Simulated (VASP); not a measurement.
Band structure of TiC (space group Fm-3m). These are PBE GGA, VASP's PBE PAW potentials (set 64) (plane waves; VASP) values and carry that method's errors.

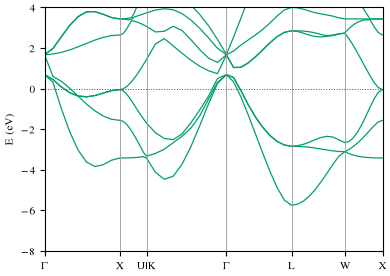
Figure: Bands along high-symmetry lines, zero at the valence-band maximum or, without a gap, the Fermi level

### Question
Read the plot: is there a gap, and where are the band edges?

### Answer
It has no gap at this level: it comes out as a metal or semimetal.

The structure is a typed TiC crystal (Fm-3m). The cell was not relaxed at this level.
